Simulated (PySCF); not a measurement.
Excited-state calculation, with input and output: CHClF4Si

CHClF4Si, computed with TDDFT PBE0/def2-SVP, vertical, gas phase, core orbitals frozen in the response (PySCF 2.14.0).

The geometry comes from this level: PBE0-D3(BJ)/def2-SVP.

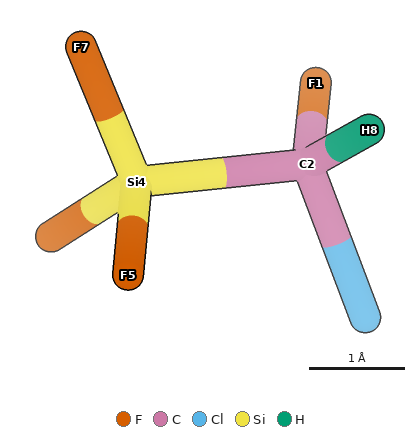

The structure (stick view, seen at a tilt; atoms are numbered from 1 in the order of the input). Bond lengths as drawn: C–Cl 1.78 Å, C–F 1.36 Å, C–H 1.10 Å, C–Si 1.88 Å and F–Si 1.59 to 1.60 Å.

## Input
```
{"job": {"kind": "uv", "xc": "PBE0", "basis": "def2-SVP"}, "charge": 0, "multiplicity": 1}
F     -0.571292     1.233410    -0.582087
C     -0.751895     0.231655     0.314090
Cl     0.420595    -1.080284     0.031628
Si    -2.481571    -0.488666     0.143076
F     -2.698215    -1.639460     1.227629
F     -2.722300    -1.085327    -1.315012
F     -3.570368     0.650637     0.407587
H     -0.551565     0.617053     1.327325
```

The first line tells a small driver script what to run in PySCF; the rest is the geometry in Å.

Machine: 1 CPU thread, shared host.

Launched with:
```bash
OMP_NUM_THREADS=1 python <driver script> task.json out
```

## Output
```
coarse grid: 9304 points
cycle   1  E = -1186.3615850804  dE =  8.012e-01  |g| = 1.000e+00  |ddm| = 3.069e+00
cycle   2  E = -1186.1194584195  dE =  2.421e-01  |g| = 1.566e+00  |ddm| = 1.785e+00
cycle   3  E = -1186.5395663746  dE = -4.201e-01  |g| = 5.483e-02  |ddm| = 1.090e+00
cycle   4  E = -1186.5399936937  dE = -4.273e-04  |g| = 3.651e-02  |ddm| = 7.911e-02
cycle   5  E = -1186.5402685829  dE = -2.749e-04  |g| = 7.352e-03  |ddm| = 3.162e-02
cycle   6  E = -1186.5402779244  dE = -9.341e-06  |g| = 1.434e-03  |ddm| = 7.506e-03
final grid: 86672 points
cycle   7  E = -1186.6741390388  dE = -1.686e-05  |g| = 5.163e-03  |ddm| = 1.169e-02
cycle   8  E = -1186.6741339116  dE =  5.127e-06  |g| = 7.535e-03  |ddm| = 8.873e-03
cycle   9  E = -1186.6741442004  dE = -1.029e-05  |g| = 3.986e-04  |ddm| = 4.992e-03
cycle  10  E = -1186.6741442354  dE = -3.497e-08  |g| = 9.292e-05  |ddm| = 5.854e-04
cycle  11  E = -1186.6741442367  dE = -1.268e-09  |g| = 4.705e-05  |ddm| = 9.765e-05
cycle  12  E = -1186.6741442370  dE = -3.690e-10  |g| = 6.989e-06  |ddm| = 3.593e-05
```

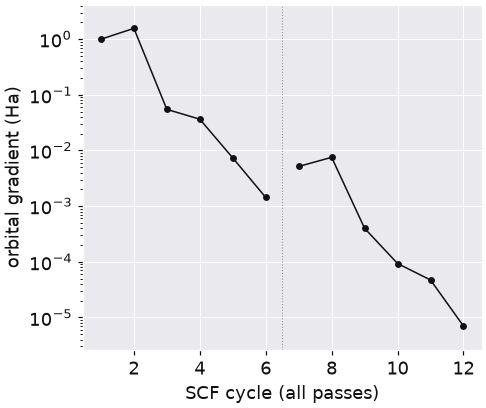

Convergence of the self-consistent field: orbital gradient against the SCF cycle. The dotted line marks the change from a coarse to the final integration grid. The first 6 cycles use a coarse grid, the final grid takes over at cycle 7, and the field converges after 12 cycles in all.

```
converged SCF energy = -1186.6741442370

Static polarisability (au): isotropic 35.681, principal 30.376 32.795 43.873

Singlet excitations
state   eV       nm        f      main configurations
  1   7.3032    169.8   0.01069   H->L 0.95
  2   8.0396    154.2   0.00758   H-1->L 0.93
  3   8.1424    152.3   0.01543   H->L+1 0.94
  4   8.6323    143.6   0.00880   H->L+2 0.95
  5   9.0063    137.7   0.00237   H-1->L+1 0.80, H-2->L 0.16
  6   9.3462    132.7   0.03334   H-2->L 0.50, H-1->L+2 0.25, H-3->L 0.13
  7   9.4855    130.7   0.00425   H-1->L+2 0.66, H-3->L 0.20, H-2->L 0.11
  8   9.8174    126.3   0.00700   H-2->L+1 0.73, H->L+3 0.19
  9   9.8652    125.7   0.01632   H->L+3 0.71, H-2->L+1 0.13, H-3->L 0.10
 10  10.1688    121.9   0.10076   H-3->L+1 0.31, H-3->L 0.24, H->L+4 0.19

Triplet excitations (Tamm-Dancoff, eV): 6.4619 7.1649 7.5416 8.2133
```

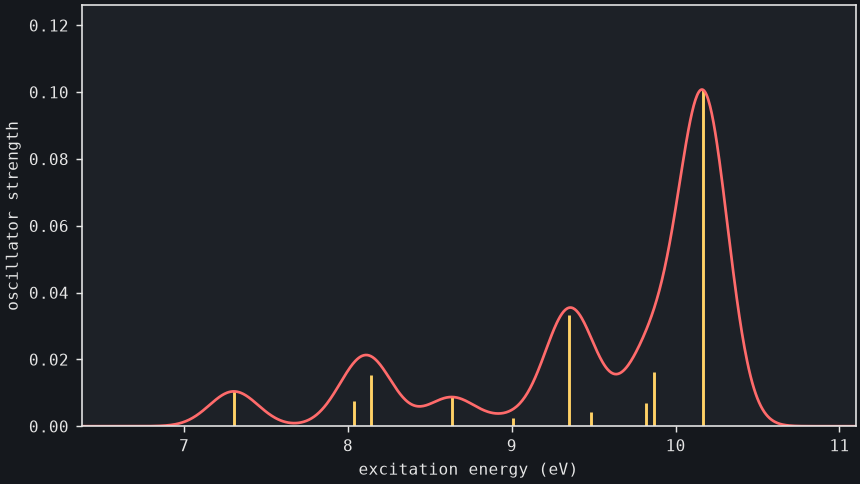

Computed excitations as sticks (degenerate states added up, dark ones marked on the axis), with a Gaussian envelope of 0.35 eV full width at half maximum, scaled to the tallest. Of the 10 states the lowest lies at 7.30 eV (f = 0.011); the strongest line is at 10.17 eV, or 122 nm (f = 0.101).

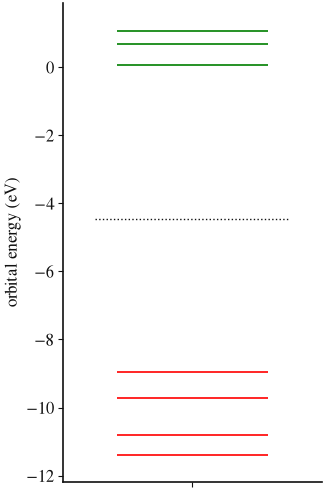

Orbital energies near the frontier; the dotted line parts filled from empty levels, and levels within 0.02 eV of each other stand side by side. Highest filled −8.96 eV, lowest empty 0.05 eV, 9.01 eV apart.

## Results in brief

```csv
quantity,value
outcome,converged
total energy,−1186.674144 hartree
HOMO,−8.96 eV
LUMO,0.05 eV
dipole moment,1.51 D
mean polarisability,35.68 a.u.
lowest singlet excitation,7.30 eV
wall time,18 s
peak memory,0.56 GiB
```
